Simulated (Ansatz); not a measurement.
Bands of a (16,0) carbon nanotube, along its axis.

Computed with PBE (plane waves to 420 eV, PAW; Ansatz, a quantum-chemistry and plane-wave program). Mesh 1×1×18. No spin polarisation. Periodic along z alone, with about 11 Å of vacuum beside it. An idealised model, rolled from the flat sheet. It keeps the symmetry and period of its start, so it need not be a minimum against all distortions.

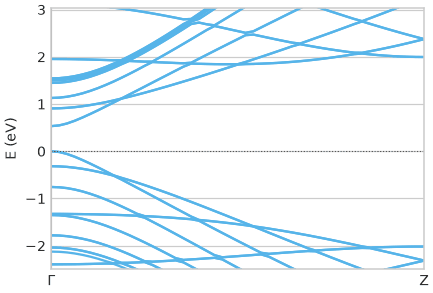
Bands from the zone centre to the zone edge (period 4.27 Å); the dotted line marks the highest filled level

Q: Is it a metal or a semiconductor at this level? Give what the bands show.

A: A semiconductor in PBE.
| Property | Value |
|---|---|
| PBE gap | 0.53 eV, direct at Γ |
